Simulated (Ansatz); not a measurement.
Se$_{4}$Si$_{4}$ (charge +1, doublet)

The calculation's input:

```
crystal:
  periodic: [false, false, false]
  atoms:
    - {symbol: Si, position_ang: [-0.943727, -1.002367, 1.398126]}
    - {symbol: Si, position_ang: [0.441079, -1.614514, -1.100297]}
    - {symbol: Si, position_ang: [0.673649, 0.896629, 1.183534]}
    - {symbol: Si, position_ang: [-0.381879, 1.673106, -1.349328]}
    - {symbol: Se, position_ang: [1.804120, 0.544924, -0.849595]}
    - {symbol: Se, position_ang: [0.437480, -2.808975, 0.864582]}
    - {symbol: Se, position_ang: [-1.735715, -0.572552, -0.831121]}
    - {symbol: Se, position_ang: [-0.294997, 2.883749, 0.684099]}
basis:
  gaussian: {orbitals: def2-TZVP, initial_orbitals: start.molden}
total_charge: 1
magnetization: {spin_polarized: true, initial_magnetization: 1}
hamiltonian: {xc: pbe0, dispersion: d4}
scf: {omitted_lower_state_checks: [starts]}
output: {orbitals: {seedname: orbitals}}
```

Command:

```sh
ansatz run in.yaml --threads 4 --pin off --events-out ev --progress --plain --max-ram 6963MiB
```

Geometry: PBE-D4/def2-SVP.

Theory: UKS PBE0-D4/def2-TZVP in Ansatz.

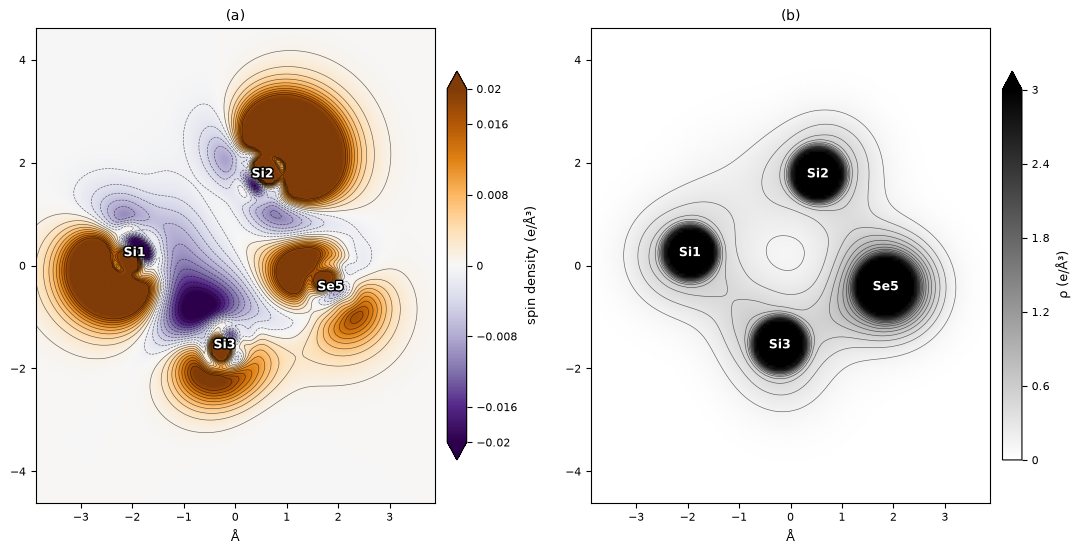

Figure 1. (a) spin density (α minus β); (b) total electron density on the plane of atoms Si2, Se5 and Si3.

Q: Describe what can be read from this map.

A:
- The section cuts through Si and Se sites.
- Si–Si (2.50 Å): ρ at the midpoint is about 0.44 e/Å³.
- Si–Se (2.35 Å): ρ is about 0.62 e/Å³ halfway, with its minimum of 0.54 e/Å³ about 0.9 Å from Si.
- Si–Se (2.57 Å): the density is about 0.45 e/Å³ at the midpoint.
- The unpaired spin (1 electron) lies mostly on Si2 (about 0.3), Se7 (about 0.2), Si3 (about 0.2), Se6 (about 0.1), Se5 (about 0.1) and Si1 (about 0.1), in electrons by Hirshfeld's partition.

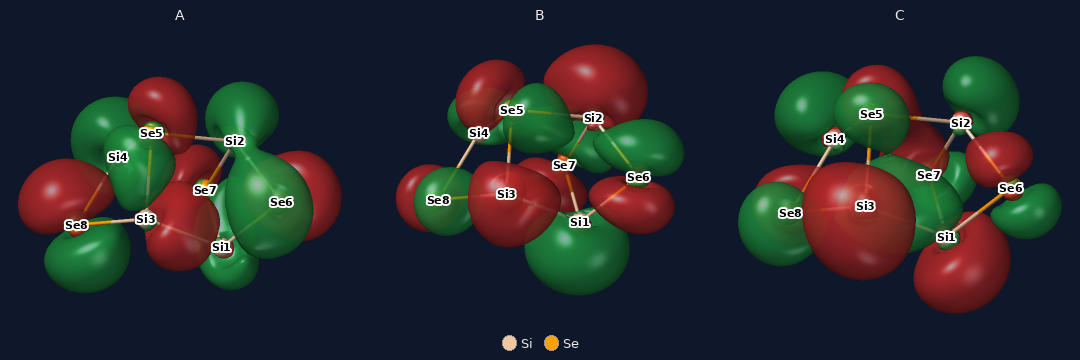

Figure 2. Three frontier orbitals at ±0.06 Å⁻³ᐟ² (green and red are the two phases), in no order.

Q: Which picture is the HOMO−1, the HOMO and the LUMO? All are α orbitals.

A: A is the HOMO−1 (α) (−10.81 eV). Its weight (Hirshfeld) is mainly on Se6 (about 25 %), Se8 (about 25 %), Si4 (about 10 %), Se5 (about 10 %), Si2 (about 10 %) and Si1 (about 5 %). B is the HOMO (α) (−10.32 eV). It lies mainly on Si1 (about 20 %), Si2 (about 15 %), Se7 (about 15 %), Se6 (about 10 %), Si3 (about 10 %) and Se5 (about 10 %). C is the LUMO (α) (−8.04 eV). Its weight (Hirshfeld) is mainly on Si3 (about 35 %), Si1 (about 20 %), Se8 (about 10 %), Si4 (about 10 %), Si2 (about 10 %) and Se5 (about 5 %).

Q: What is the gap between the highest occupied and lowest empty α orbitals?

A: 2.28 eV between the orbital energies.

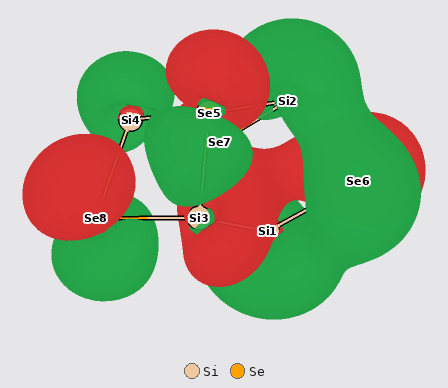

Figure 3. One frontier orbital at ±0.05 Å⁻³ᐟ² (green and red are the two phases), seen at a tilt.

Q: Which orbital is it: HOMO (β) or LUMO (β)?

A: The HOMO (β), at −10.67 eV. By Hirshfeld shares it lies mainly on Se6 (about 25 %), Si1 (about 20 %), Se8 (about 15 %), Se5 (about 15 %), Si2 (about 10 %) and Si3 (about 10 %).
